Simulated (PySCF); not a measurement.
**C5H5P, SMILES `c1ccpcc1`: what the electrons do**

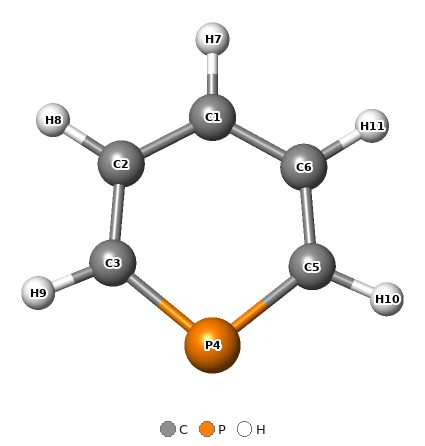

The molecule, with its atoms numbered as below. No frequency check shows the geometry to be a minimum.

Coordinates in Å:

```
C1      -1.6776   -0.0000    0.0000
C2      -1.0107   -1.2152    0.0000
C3       0.3636   -1.3275    0.0000
P4       1.4797    0.0000    0.0000
C5       0.3635    1.3275    0.0000
C6      -1.0108    1.2151    0.0000
H7      -2.7583   -0.0001    0.0000
H8      -1.6009   -2.1234    0.0000
H9       0.7983   -2.3199    0.0000
H10      0.7981    2.3200    0.0000
H11     -1.6011    2.1233    0.0000
```

### 1. Bonding charge

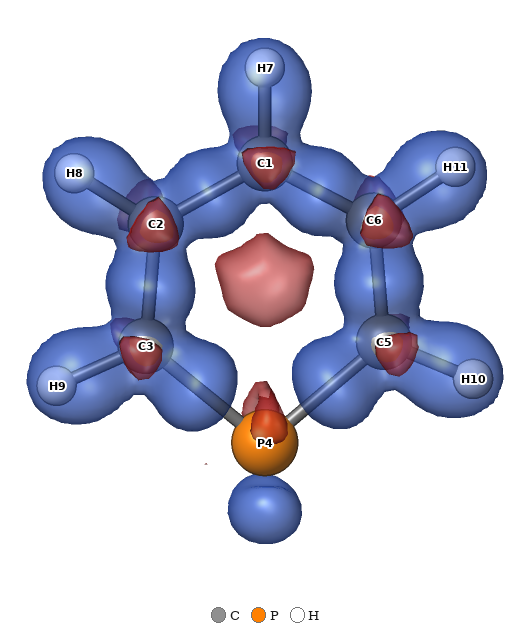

Deformation density (molecule less spherical, spin-averaged free atoms at the same positions), surfaces at ±0.09 e/Å³; blue: gain, red: loss.

PySCF calculation, CAM-B3LYP/6-31+G*, gas phase; geometry: GFN2-xTB.

Question: How much density has each bond gained at its critical point, relative to the free atoms?

Answer: C1–H7: +0.71 e/Å³ at the bond critical point (bond length 1.08 Å). C2–H8 and C6–H11: +0.70 e/Å³ at the bond critical point (bond length 1.08 Å). C3–H9 and C5–H10: +0.69 e/Å³ at the bond critical point (bond length 1.08 Å). C1–C6 and C1–C2: +0.67 e/Å³ at the bond critical point (bond length 1.39 Å). C5–C6 and C2–C3: +0.66 e/Å³ at the bond critical point (bond length 1.38 Å). C3–P4 and P4–C5: +0.18 e/Å³ at the bond critical point (bond length 1.73 Å). In all, 2.7 electrons gather in the regions of gain relative to the promolecule.

### 2. Bond critical points

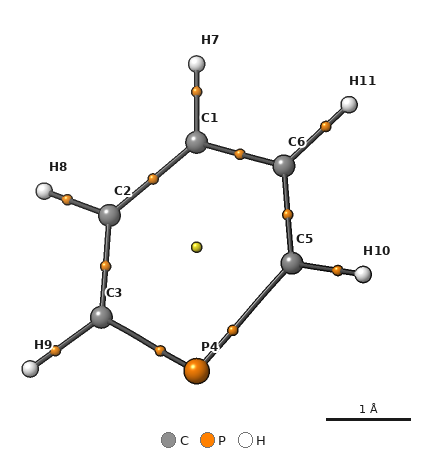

Molecular graph of the electron density (QTAIM): bond paths, bond critical points (orange), ring points (yellow, if any); weak paths are dashed.

Question: How many critical points of each kind are there, and does the count close?

Answer: 11 nuclei, 11 bond, 1 ring and 0 cage critical points: 11 − 11 + 1 − 0 = 1, as the Poincaré–Hopf relation requires.

Question: What does the calculation give at each kind of bond critical point?

Answer:
| bond | length (Å) | ρ (a.u.) | ∇²ρ (a.u.) | ε | H (a.u.) |
| --- | --- | --- | --- | --- | --- |
| C5–C6 (2 alike) | 1.379 | 0.321 | −0.91 | 0.18 | −0.332 |
| C1–C6 (2 alike) | 1.386 | 0.320 | −0.91 | 0.19 | −0.328 |
| C1–H7 | 1.081 | 0.282 | −1.01 | 0.01 | −0.288 |
| C2–H8 (2 alike) | 1.083 | 0.280 | −1.00 | 0.01 | −0.285 |
| C3–H9 (2 alike) | 1.083 | 0.278 | −0.99 | 0.00 | −0.282 |
| C3–P4 (2 alike) | 1.734 | 0.173 | +0.28 | 0.22 | −0.155 |

Question: What kind of interaction is C1–C6?

Answer: Shared-shell (covalent): ρ = 0.320, ∇²ρ = −0.91, H = −0.328 a.u. Its ellipticity of 0.19 shows that the density isn't cylindrical about the bond.

### 3. Local ionisation energy

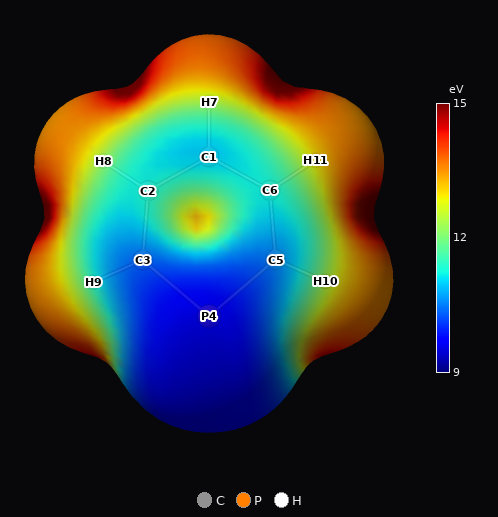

Average local ionisation energy on the surface of electron density 0.001 a.u.

Question: Locate the minima of the map.

Answer: The lowest value is 9.5 eV, off the molecular plane, over P4 (2.3 Å), and at like points elsewhere. Further minima include 11.0 eV, off the molecular plane, over C1 (2.0 Å), and at like points elsewhere; 13.4 eV, 1.4 Å from H11, and at like points elsewhere. For comparison, the highest occupied orbital lies at −8.2 eV.

Question: What volume does the surface enclose, and what is the dipole moment?

Answer: About 130 Å³; the dipole moment is 1.8 D.

### 4. Localised orbitals

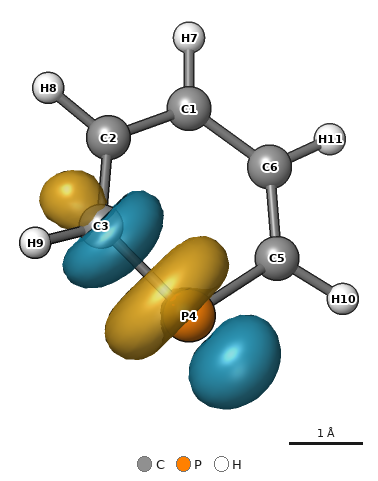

Intrinsic bond orbitals (IBO), occupied and valence-virtual; each surface holds about 70 % of the orbital's density. Energies are diagonal elements of the Fock matrix.

Computed with PySCF, r2SCAN/def2-TZVP, geometry: GFN2-xTB.

Question: What does this orbital represent?

Answer: σ* orbital P4–C3 (P4 59 %, C3 40 %; 6.5 eV).

### 5. Magnetic shielding

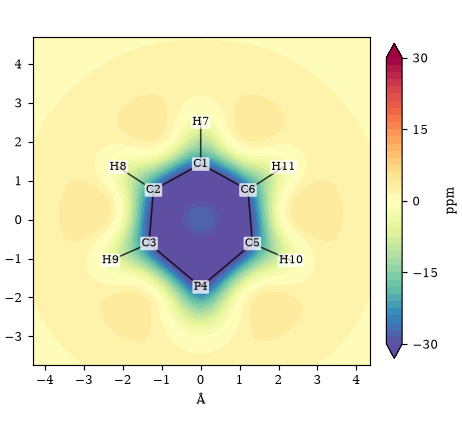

NICSzz (the component normal to the ring) 1.0 Å above the plane of the 6-membered ring C1/C2/C3/P4/C5/C6; GIAO shieldings; atoms are projected onto the map; negative values mean shielding.

Computed with PySCF, B3LYP/def2-SVP, geometry: GFN2-xTB.

Question: Is the ring aromatic by this magnetic criterion?

Answer: It is strongly diatropic (aromatic): NICS(0) = −7.6, NICS(1) = −10.5, NICS(1)zz = −27.1 ppm.
